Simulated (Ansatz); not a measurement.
# MP2/def2-SVP (core potential) run of SnCl2 (SMILES [Cl][Sn][Cl])

What is the vertical ionisation energy of SnCl2 at MP2/def2-SVP (core potential)? 

Program for the calculation: Ansatz 0.2.0.

32 further runs of the same task are left out: 32 set aside as unsound or not needed.

**1. The system as given**

SnCl2: 3 atoms, total charge 0, spin state singlet. As SMILES, `[Cl][Sn][Cl]`. The shape is that of a PBE0-D4/def2-TZVP optimisation.

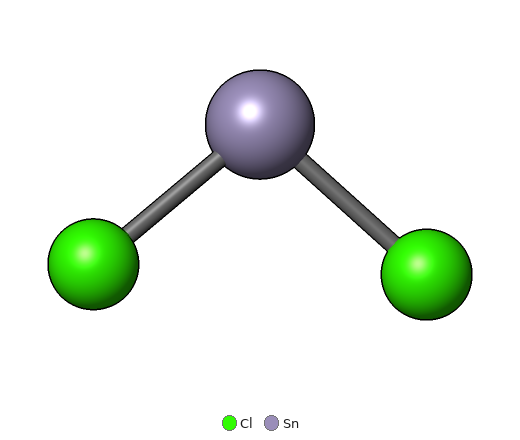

Viewed from a chosen angle; chlorine green, tin purple.

**2. The energy at MP2/def2-SVP (core potential)**

job.yaml reads:

```yaml
basis:
  gaussian:
    orbitals: def2-SVP
crystal:
  periodic: [false, false, false]
  atoms:
    - {symbol: Cl, position_ang: [1.154200, 1.220700, 0.756000]}
    - {symbol: Sn, position_ang: [-0.796900, 0.518900, -0.376600]}
    - {symbol: Cl, position_ang: [-0.368200, -1.804500, -0.392600]}
magnetization:
  spin_polarized: false
correlation:
  method: mp2
  frozen_orbitals: {Cl: 5, Sn: 4}
accuracy: high
```

The run is started by

```sh
$ ansatz run job.yaml --threads 1 --pin off --max-ram 3480MiB --events-out events.jsonl --progress --plain --runs-dir runs
```

The program printed:

```text
Warning: RAYON_NUM_THREADS=1 ignored (pool sized by the plan → 1); use --threads N
Functional definition: HF
  name "HF"
  exchange = exact_x
  correlation = 0
1269 factors; integrals over basis functions are off by at most 6.3e-9 eV
mean field evaluation 1: about -30806.4904 eV, gradient 1.8e1 eV
mean field evaluation 2: about -30806.6196 eV, gradient 1.8e1 eV
mean field evaluation 4: about -30807.8779 eV, gradient 1.1e0 eV
mean field evaluation 8: about -30807.9002 eV, gradient 1.2e-4 eV
mean field evaluation 16: about -30807.9002 eV, gradient 1.1e-8 eV
mean field -30807.90020606 eV, -1132.1694502279 hartree, gradient 1.2e-8 eV, S^2 0.000000; 0 other end points of the search recorded, 0 dependent functions left out
14 core orbitals not correlated: weight in the atoms' cores, before any rotation towards them, 1.000 or more for the frozen orbitals, at most 0.000 for the correlated occupied ones
reference -30807.90020606 eV, -1132.1694502279 hartree; 14, 14 occupied and 34, 34 virtual orbitals, 1269 factors
second order -9.40406024 eV of doubles, -0.00000000 eV of singles
Total energy: -30817.30426630 eV, -1132.5150430675 hartree
```

It took 1.7 s on 1 thread of Arm Neoverse V1, shared host; peak memory 0.14 GiB.

**3. The doublet cation**

molecule.yaml reads:

```yaml
crystal:
  periodic: [false, false, false]
  atoms:
    - {symbol: Cl, position_ang: [1.154200, 1.220700, 0.756000]}
    - {symbol: Sn, position_ang: [-0.796900, 0.518900, -0.376600]}
    - {symbol: Cl, position_ang: [-0.368200, -1.804500, -0.392600]}
basis:
  gaussian:
    orbitals: def2-SVP
total_charge: 1
magnetization:
  spin_polarized: true
  initial_magnetization: 1
correlation:
  method: mp2
  frozen_orbitals: {Cl: 5, Sn: 4}
accuracy: high
```

The run is started by

```sh
$ ansatz run molecule.yaml --threads 1 --pin off --max-ram 3480MiB --events-out events.jsonl --progress --plain --runs-dir runs
```

The program printed, cut to the lines that bear on the results:

```text
Warning: RAYON_NUM_THREADS=1 ignored (pool sized by the plan → 1); use --threads N
[... 2 set-up lines as earlier in the session ...]
[...]
1268 factors; integrals over basis functions are off by at most 6.3e-9 eV
[...]
mean field -30798.47896557 eV, -1131.8232260260 hartree, gradient 3.3e-8 eV, S^2 0.796305; 4 other end points of the search recorded, 0 dependent functions left out
14 core orbitals not correlated: weight in the atoms' cores, before any rotation towards them, 1.000 or more for the frozen orbitals, at most 0.000 for the correlated occupied ones
reference -30798.47896557 eV, -1131.8232260260 hartree; 14, 13 occupied and 34, 35 virtual orbitals, 1268 factors
second order -9.06041321 eV of doubles, -0.00000000 eV of singles
Total energy: -30807.53937879 eV, -1132.1561900702 hartree
```

Run time: 3.3 s. Hardware: 1 thread of Arm Neoverse V1, shared host; peak memory 0.24 GiB.

**4. Summary of results**

At MP2/def2-SVP (core potential), 14 core orbitals frozen:

| quantity | value |
| --- | --- |
| singlet SnCl2: total energy | -1132.51504 Eh |
| singlet SnCl2: correlation energy (14 core orbitals frozen) | -345.6 mEh |
| doublet cation: total energy | -1132.15619 Eh |
| doublet cation: correlation energy (14 core orbitals frozen) | -333.0 mEh |
| doublet cation: ⟨S²⟩ of the reference determinant | 0.796 |
| vertical ionisation energy (to the doublet cation) | 9.765 eV |

In words: Removing an electron at fixed nuclei costs 9.76 eV (225 kcal/mol).
